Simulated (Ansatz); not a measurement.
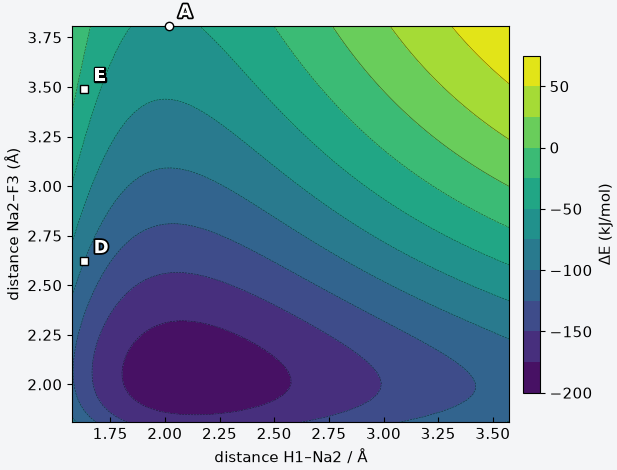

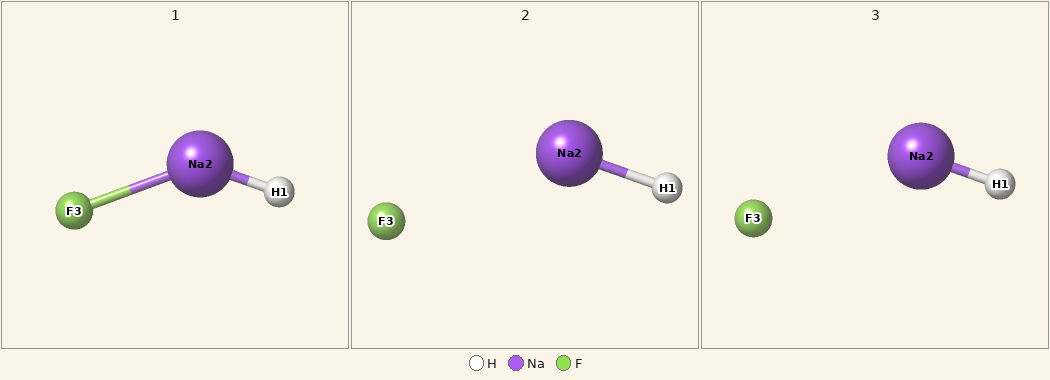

The system H⁻ + NaF. Coordinates scanned: (1) distance H1–Na2; (2) distance Na2–F3. Nothing is relaxed (the angle H1–Na2–F3 is fixed at 140 degrees). Grid: 17 × 17 points. Points are written as (first, second). All energies are given in kJ/mol relative to H with charge -1 far from the relaxed NaF (each part in its own basis). The reference is spin-restricted, so regions where a bond is pulled apart into radicals lie too high. Computed with RHF/aug-cc-pVTZ in Ansatz.

Drawn: filled contours, lettered points. Between grid points the surface is interpolated. The numbered pictures are the structures at these points, in random order.

Which structure belongs to which point?

A is structure 2: (2.017 Å, 3.808 Å), −54 kJ/mol; D is structure 1: (1.630 Å, 2.620 Å), −100 kJ/mol; E is structure 3: (1.630 Å, 3.489 Å), −34 kJ/mol.
